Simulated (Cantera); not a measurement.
Charge: 1 mol MgCO₃, 0.068 mol SO₂, 4.6 mol O₂, held at 12.0 mbar.

Cantera equilibrium calculation (NASA polynomials, part measured and part estimated; ideal gas, pure solids and liquids). Candidate condensed phases: C, Mg, MgCO₃, MgO, MgS, MgSO₄, S; 26 gas species. Kinetics and transport are ignored.

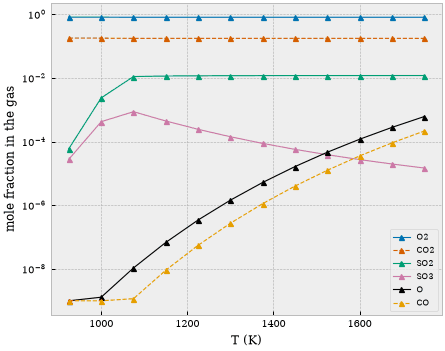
*Equilibrium gas composition (values under 1e-9 drawn at 1e-9)*

**Question.** Read off the mole fractions at 1600 K.

**Answer.** O₂ about 0.81, CO₂ about 0.18, SO₂ about 0.012, O about 0.00012, CO about 3.6e-5, SO₃ about 2.7e-5.
